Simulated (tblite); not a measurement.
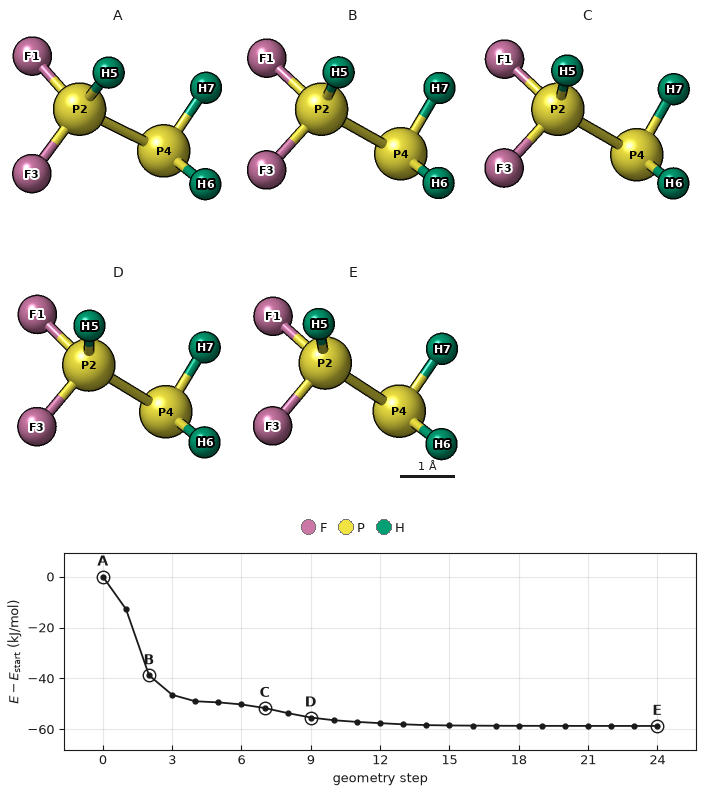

Frames of a relaxation of P2H3F2 (charge +1), marked on the history of the run. The picture is a ball-and-stick view, seen at a tilt.

Level of theory: GFN2-xTB geometry optimisation, gas phase (tblite). 

### What happens along the run?

H5 moves most after the best rigid fit: 0.50 Å. By element the largest moves are H 0.50 Å, P 0.23 Å, F 0.14 Å. Near-neighbour distances that change, for instance: P2–P4 2.160 → 2.201 Å, P2–H5 1.428 → 1.404 Å, P4–H6 1.422 → 1.408 Å, P4–H7 1.414 → 1.407 Å. Among the angles between lasting bonds that change: P4–P2–H5 111.4° → 146.2°, F1–P2–H5 109.7° → 97.8°, F3–P2–H5 109.1° → 97.7°. Over 24 geometry steps the energy falls by 58.7 kJ/mol. From step 0 to 2: P2 moves most (0.13 Å), energy −38.8 kJ/mol. From step 2 to 7: H5 moves most (0.14 Å), energy −12.8 kJ/mol. From step 7 to 9: H5 moves most (0.16 Å), energy −3.75 kJ/mol. From step 9 to 24: H5 moves most (0.12 Å), energy −3.30 kJ/mol.
